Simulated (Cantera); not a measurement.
Input: 1 mol Al₂O₃, 0.2 mol H₂, 0.027 mol NH₃, held at 1.00 bar.

Equilibrium computed with Cantera from the NASA thermochemical tables; the gas is ideal and each condensed phase is pure. Candidate condensed phases: Al, AlN, Al₂O₃, H₂O; 35 gas species. The tables' values for AlOH are old estimates; treat these amounts as uncertain. Gases not in the tables: Al(OH)₃. The numbers say what is thermodynamically allowed, not how fast it happens.

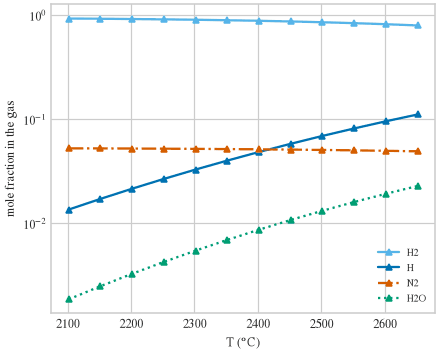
Figure: Equilibrium gas composition (values under 1e-9 drawn at 1e-9)

Question: Read off the mole fractions at 2452 °C.

Answer: H₂ about 0.87, H about 0.058, N₂ about 0.051, H₂O about 0.011.
